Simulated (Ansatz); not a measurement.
# Fields on a plane of CsBr (CsCl type)

```
CELL_PARAMETERS angstrom
      4.38897     0.00000     0.00000
      0.00000     4.38897     0.00000
      0.00000     0.00000     4.38897
ATOMIC_POSITIONS crystal
  Cs 0.00000 0.00000 0.00000
  Br 0.50000 0.50000 0.50000
```

The slice is a {100} plane (indices of the conventional cell) through the point (0.000, 0.000, 0.000) (fractional), spanned by u = [100] and v = [010] in vectors of this cell: u (4.39 Å) and v (4.39 Å, at 90° to u). It covers one period; positions are fractions (u, v).

Atoms on it: Cs at (0.00, 0.00).

Calculation: PBE (plane waves to 420 eV, PAW, scalar-relativistic; Ansatz, a first-principles code). k mesh 8×8×8. These are valence fields of a PAW run, semicore shells included where kept as valence: close to a nucleus they are smooth pseudo fields. CsBr was relaxed with its symmetry unable to fall.

```tsv
v \ u	0.00	0.10	0.20	0.30	0.40	0.50	0.60	0.70	0.80	0.90
0.90	x	0.73	0.90	0.71	0.09	0.01	0.09	0.71	0.90	0.73
0.80	0.89	0.90	0.81	0.34	0.02	0.01	0.02	0.34	0.81	0.90
0.70	0.79	0.71	0.34	0.04	0.01	0.01	0.01	0.04	0.34	0.71
0.60	0.15	0.09	0.02	0.01	0.02	0.02	0.02	0.01	0.02	0.09
0.50	0.01	0.01	0.01	0.01	0.02	0.02	0.02	0.01	0.01	0.01
0.40	0.15	0.09	0.02	0.01	0.02	0.02	0.02	0.01	0.02	0.09
0.30	0.79	0.71	0.34	0.04	0.01	0.01	0.01	0.04	0.34	0.71
0.20	0.89	0.90	0.81	0.34	0.02	0.01	0.02	0.34	0.81	0.90
0.10	x	0.73	0.90	0.71	0.09	0.01	0.09	0.71	0.90	0.73
0.00	x	x	0.89	0.79	0.15	0.01	0.15	0.79	0.89	x
```

Values: electron localisation function (ELF). Points within 0.5 Å of a nucleus are blanked (x), as the pseudised field means little there.

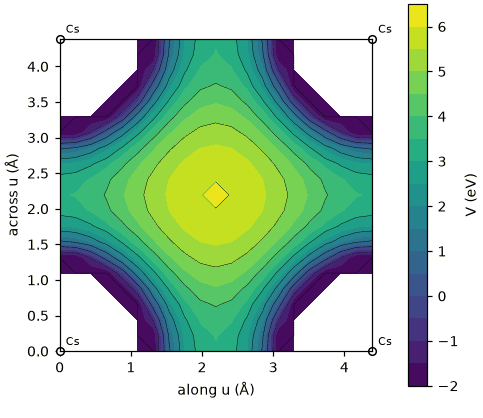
*Electrostatic potential energy of an electron, from the cell's mean, in eV, one period of the plane, atoms marked. Points within 1 Å of a nucleus are left white, as the pseudised field means little there. Values under -2 eV are set to -2. The zero, the cell's mean, hangs on the PAW cores.*
